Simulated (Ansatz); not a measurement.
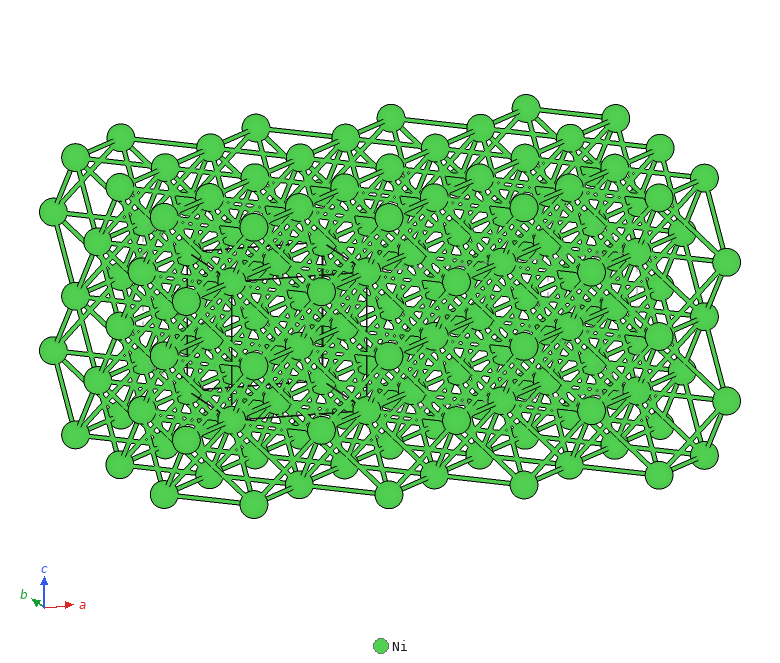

Ni (space group Fm-3m, No. 225). Coordinates: the end point of a relaxation with DFT, revPBE, plane waves (420 eV) with PAW, scalar-relativistic in Ansatz.

Bonds are taken as Ni–Ni below 2.8 Å; no other contact counts. Simplification: prune 0- and 1-connected atoms, fold 2-connected ones into links.

What kind of net remains, and which atoms are its nodes?

Answer. A uninodal 12-connected, three-periodic net: Ni is a 12-connected node.

Name the underlying net.

Answer. It is the fcu net, known from cubic close packing.

Is the net interpenetrated?

Answer. It is a single net, without interpenetration.

Give the first six terms of the coordination sequence (nodes one, two, three … edges away).

Answer. Ni: 12, 42, 92, 162, 252, 362.
